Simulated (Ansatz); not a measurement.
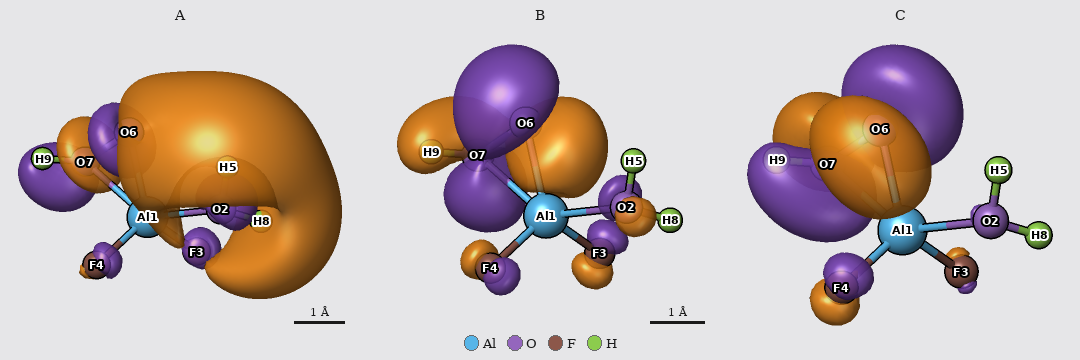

Figure. AlF2H3O3. Three frontier orbitals at ±0.08 Å⁻³ᐟ² (orange and purple are the two phases), in no order.

The product side of a reaction path; geometry: PBE0-D4/def2-TZVP; a saddle point, not a minimum.

Theory: RKS PBE0-D4/def2-TZVPP (Ansatz 0.2.0).

```xyz
9

Al   -0.4200   -0.1117   -0.1780
O     0.5918   -0.9875    1.2674
F    -0.4168   -1.5177   -1.0645
F    -1.8061    0.3171    0.6190
H     1.3700   -0.5247    1.5958
O     0.7640    1.1675   -0.4511
O    -0.2477    1.3548   -1.5140
H     0.8623   -1.8615    0.9592
H    -0.6974    2.1638   -1.2337
```

**Which picture is the HOMO−1, the HOMO and the LUMO?**

B is the HOMO−1 (−8.93 eV). By Hirshfeld shares it lies mainly on O6 (about 65 %) and O7 (about 20 %). C is the HOMO (−8.27 eV). By Hirshfeld shares it lies mainly on O6 (about 60 %) and O7 (about 30 %); π-antibonding (π*) across O6–O7. A is the LUMO (−0.72 eV). By Hirshfeld shares it lies mainly on H5 (about 25 %), H8 (about 15 %), O6 (about 15 %), O2 (about 15 %) and O7 (about 10 %).

**What is the HOMO–LUMO gap?**

7.55 eV between the orbital energies.
